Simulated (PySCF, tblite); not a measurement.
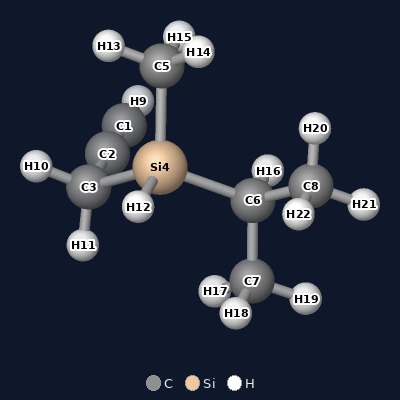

The molecule: C₇H₁₄Si, SMILES C#CC[Si@H](C)C(C)C.

GIAO shifts, PBE0/pcSseg-1, PySCF, at a GFN2-xTB geometry (a minimum by its frequencies), against TMS for ²⁹Si and TMS for ¹³C computed at the same level. Gas phase, fully decoupled, line heights follow the number of nuclei, widths are arbitrary (no quadrupolar broadening); values of one conformer, averaged over methyl-type rotors and exact or near symmetry; other conformers aren't averaged in.

Q: Which ²⁹Si signals does it give?

A: 1 signal.


```tsv
δ (ppm)	nuclei	atoms
−7.4	1	Si4
```

Q: Predict the ¹³C spectrum.

A: 6 signals.


```
δ (ppm)  nuclei   atoms
   86.1       1      C2
   73.1       1      C1
   20.2       2  C7, C8
   15.8       1      C6
    3.3       1      C3
   −7.0       1      C5
```

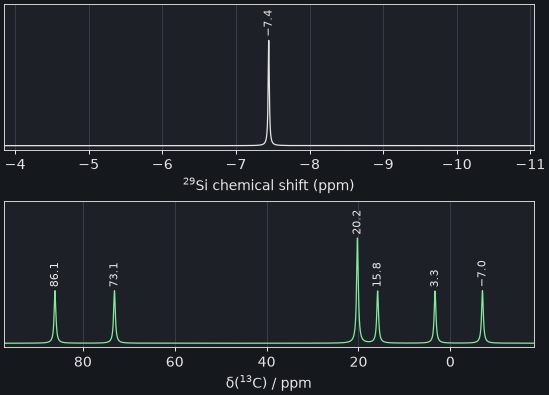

Note: the tight-binding geometry is rougher than a DFT one and adds to the error.
